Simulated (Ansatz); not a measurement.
Molecule (SMILES): FOF.
Atoms: F1, O2, F3. Bonds: F1-O2, O2-F3.

Basis-set convergence of the highest harmonic wavenumber at PBE with Ansatz (a program for electronic structure). Each level at its own minimum, finite differences of forces, unscaled; the reference is a large set that could be run, not a limit. Cartesian d functions, on some or all atoms, in 6-31G**, 6-31+G*; all else is spherical. The program fits the integrals of some runs and decomposes those of others, by size. No added dispersion term, no relativity. Reference: the value in def2-QZVPP, 969 cm⁻¹, itself unsure by roughly 2 cm⁻¹ (its mean distance from cc-pVQZ, aug-pcseg-2, aug-cc-pVTZ). Deviations are taken from unrounded values.

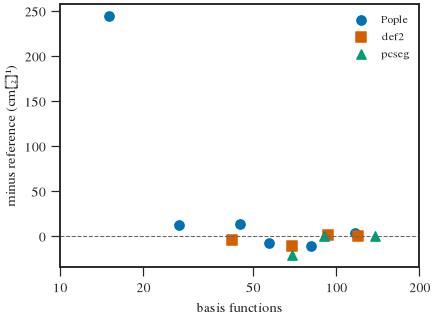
Fig. 1. Deviation from the reference against the number of basis functions, by family of sets.

```tsv
basis	functions	highest harmonic wavenumber (cm⁻¹)	minus reference (cm⁻¹)
STO-3G	15	1213	245
3-21G	27	981	12
def2-SVP	42	965	-4
6-31G**	45	983	14
6-31+G*	57	962	-7
aug-pcseg-1	69	948	-21
def2-SVPD	69	958	-10
6-311++G(2d,2p)	81	958	-11
pcseg-2	90	969	1
def2-TZVPP	93	970	1
6-311++G(3df,3pd)	117	972	3
def2-TZVPPD	120	969	0
aug-pcseg-2	138	969	0
```
